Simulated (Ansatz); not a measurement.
Consider AlCl₂HO···CH₄.

```xyz
10

Al   -0.3237   -0.0027   -1.3490
O     0.9683    1.1469   -1.5403
Cl    0.1011   -2.0383   -1.7737
Cl   -2.3500    0.6401   -1.1600
H     0.7884    0.2644    0.7723
C     0.1751   -0.3684    1.4529
H     0.7329    2.0913   -1.4736
H    -0.0848    0.2387    2.3411
H    -0.7775   -0.7156    0.9960
H     0.7703   -1.2565    1.7342
```

All numbers below come from Ansatz, RKS PBE/cc-pVDZ.

Q: What will maps of the electron density and electron localisation function show?

A: Al–O (1.74 Å): ρ at the midpoint is about 0.74 e/Å³; the ELF peaks at about 0.85 in the valence shell of O, 0.6 Å from its nucleus, and is about 0.45 at the midpoint.
Al–Cl (2.13 Å): ρ is about 0.66 e/Å³ halfway; the ELF peaks at about 0.85 in the valence shell of Cl, 0.8 Å from its nucleus, and is about 0.80 at the midpoint.
O–H (0.98 Å): ρ is about 3.5 e/Å³ halfway; the ELF climbs to about 1 towards the hydrogen, as it does in any bond to H (a covalent bond by its length).

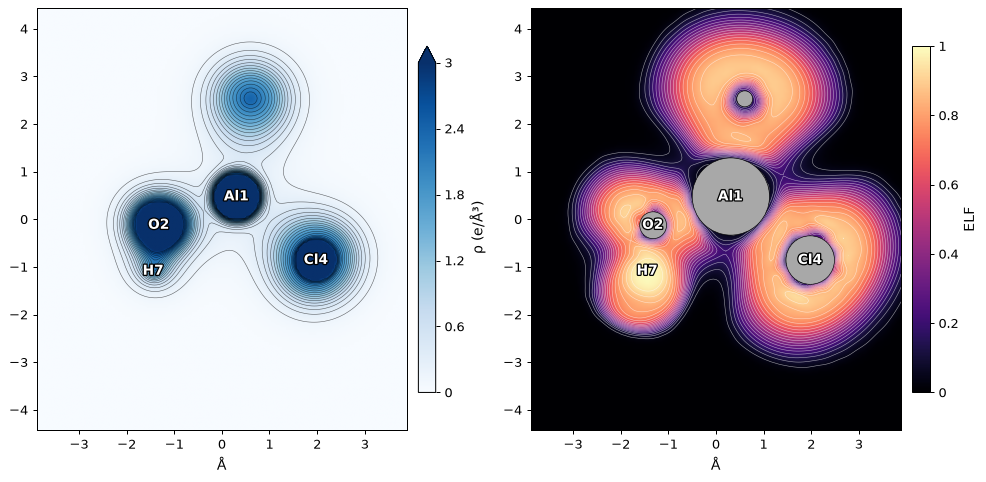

Computed electron density and electron localisation function on the plane of atoms O2, Al1 and Cl4, in this order. Grey discs cover the atomic cores in the ELF map. 
